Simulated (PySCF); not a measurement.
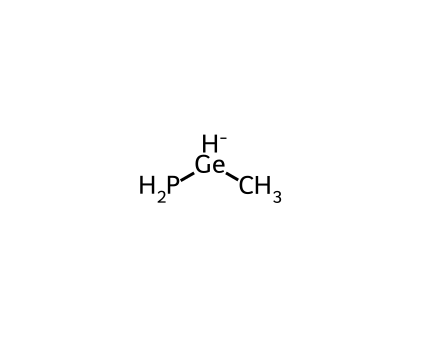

The drawing above gives the connectivity. Charge −1, singlet. The computed structure is the end point of a PBE0-D3(BJ)/def2-SVP optimisation. No frequency run is at hand to confirm it as a minimum.

What does the molecule look like in three dimensions?

Formula CH₆GeP⁻. Its SMILES string is `[CH3][GeH-][PH2]`. This geometry has C1 symmetry. Coordination: 1 C tetrahedral; 1 Ge trigonal pyramidal; 1 P trigonal pyramidal.

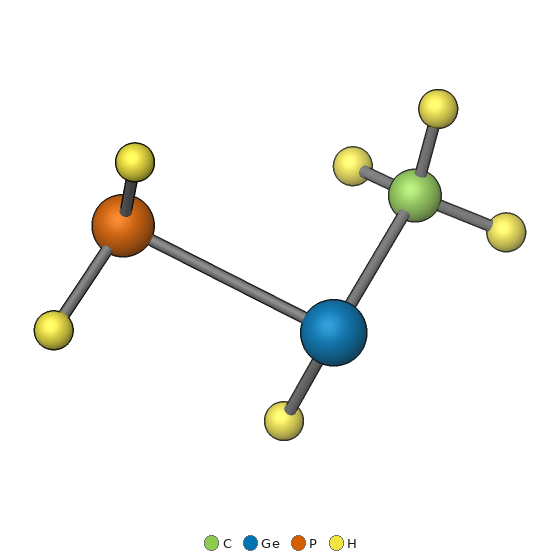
